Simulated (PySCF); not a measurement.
System: F4Ta (Ta(F)4) (doublet).

```xyz
5

Ta    0.0000    0.0000    0.0000
F     1.7686    0.0000   -0.6226
F     0.0000    1.7686    0.6226
F    -1.7686    0.0000   -0.6226
F     0.0000   -1.7686    0.6226
```

Core potentials replace the inner electrons of Ta.

All numbers below come from PySCF, UKS r2SCAN, Ta def2-SVP with ECP60, F def2-SVP; non-relativistic Hamiltonian with scalar-relativistic core potentials where named; density fitting.

Q: Predict the electron density, electron localisation function and spin density between the atoms.

A: Ta–F (1.88 Å): ρ at the midpoint is about 1 e/Å³; the ELF peaks at about 0.85 in the valence shell of F, 0.5 Å from its nucleus, and drops to about 0.20 between the two atoms.
The unpaired spin (1 electron) lies mostly on Ta1 (about 0.9), in electrons by Hirshfeld's partition.

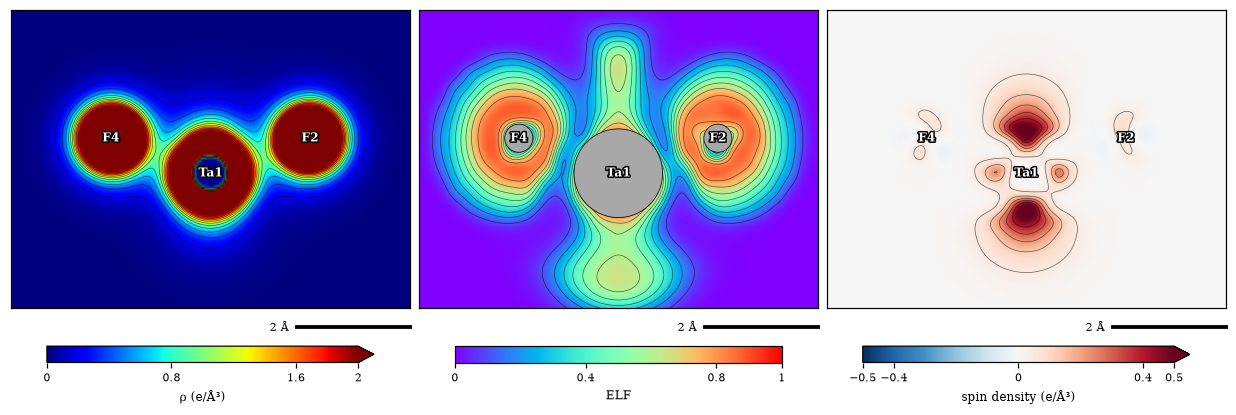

Computed electron density, electron localisation function and spin density on the plane of atoms F2, Ta1 and F4, in this order. Grey discs cover the atomic cores in the ELF map. 
